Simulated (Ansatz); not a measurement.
**F2H4OW···HBr: density, localisation and related maps**

Input

```
crystal:
  periodic: [false, false, false]
  atoms:
    - { symbol: W, position_ang: [0.164085, -0.373943, 0.032644] }
    - { symbol: F, position_ang: [0.016285, -0.261973, 1.905167] }
    - { symbol: O, position_ang: [1.989751, -0.230044, -0.525392] }
    - { symbol: H, position_ang: [2.5173, -0.929652, -0.072409] }
    - { symbol: H, position_ang: [0.252741, 0.880227, -1.085972] }
    - { symbol: H, position_ang: [-0.837012, 0.973722, 0.232966] }
    - { symbol: F, position_ang: [-0.286023, -2.185148, -0.312597] }
    - { symbol: H, position_ang: [-1.062747, -0.247779, -1.120411] }
    - { symbol: Br, position_ang: [1.685506, 2.563981, 1.83993] }
    - { symbol: H, position_ang: [0.804314, 1.590409, 2.576475] }
basis:
  gaussian: { orbitals: def2-SVP }
hamiltonian:
  xc: revpbe
  dispersion: d4
relax:
  f_tol: 0.03
  max_steps: 50
output:
  orbitals: {}
```

Launched as:

```sh
ansatz run input.yaml --threads 4 --pin off --max-ram 5120MiB --backend cpu --events-out ev --progress --plain --runs-dir out
```

The fields are those of the run's last geometry, not of the input's.

Core potentials replace the inner electrons of W.

The calculation used RKS revPBE-D4/def2-SVP (Ansatz 0.2.0).

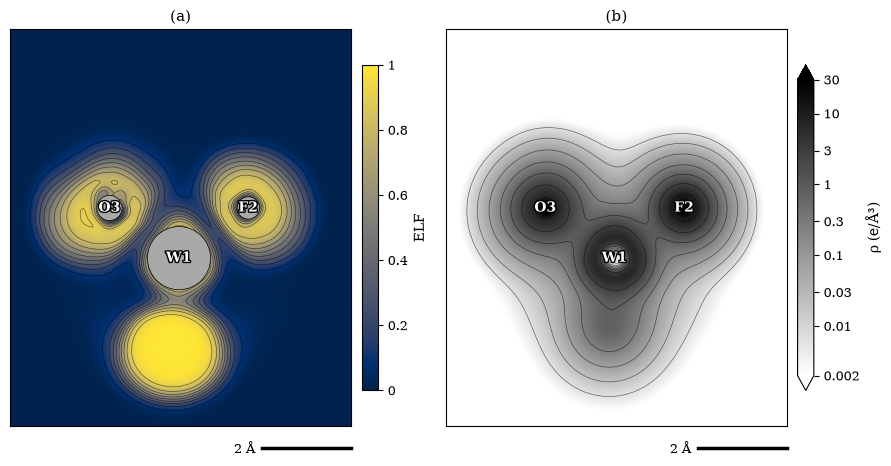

Figure 1. (a) ELF; (b) electron density on the plane of atoms F2, W1 and O3. Grey discs cover the atomic cores in the ELF map.

Interpret the plot.

The section cuts through W, F and O sites. W–F (1.91 Å): ρ at the midpoint is about 0.96 e/Å³; the ELF peaks at about 0.85 in the valence shell of F, 0.5 Å from its nucleus, and drops to about 0.20 between the two atoms. W–O (1.92 Å): ρ at the midpoint is about 1 e/Å³; the ELF peaks at about 0.85 in the valence shell of O, 0.6 Å from its nucleus, and drops to about 0.25 between the two atoms.

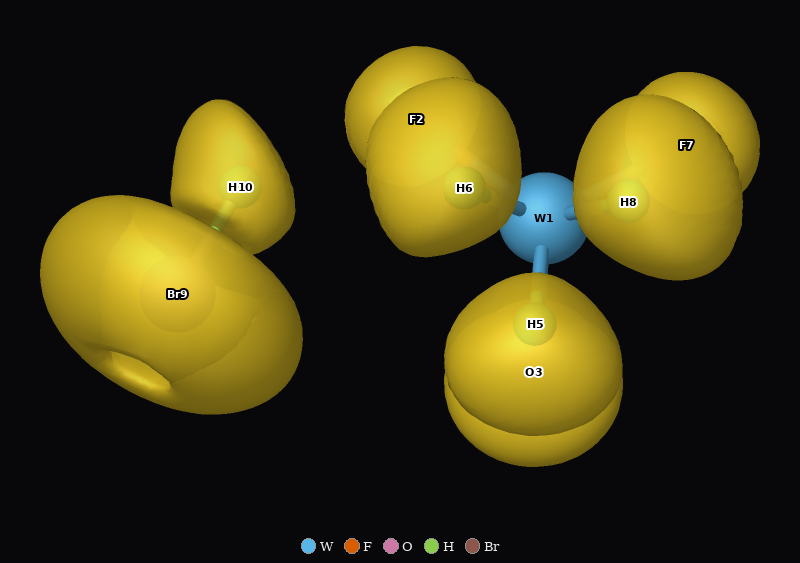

Figure 2. Isosurface of the ELF at 0.75 (yellow), seen at an oblique angle. Only the valence region is drawn (cores and ρ < 0.01 e/Å³ removed).

Describe the localisation domains.

The surface consists of four regions around hydrogen nuclei, one ring or bowl of non-bonding electrons around Br, two regions wrapped around F (the valence shell of each) and one joined region spread over several atoms (H, O), in which their bonds and any lone pairs are merged. Profiles from the grid: F2···H10 (2.16 Å): the ELF dips to about 0.05 between them. W–F (1.90 Å): the ELF peaks at about 0.85 in the valence shell of F, 0.5 Å from its nucleus, and drops to about 0.20 between the two atoms.

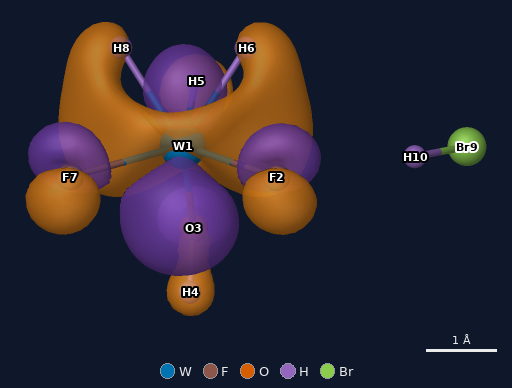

Figure 3. The LUMO at ±0.1 Å⁻³ᐟ² (orange and purple are the two phases), seen at a tilt.

What is the character of this orbital?

By Hirshfeld shares it lies mainly on W1 (about 65 %), F7 (about 10 %) and F2 (about 10 %). Its energy is −3.30 eV.
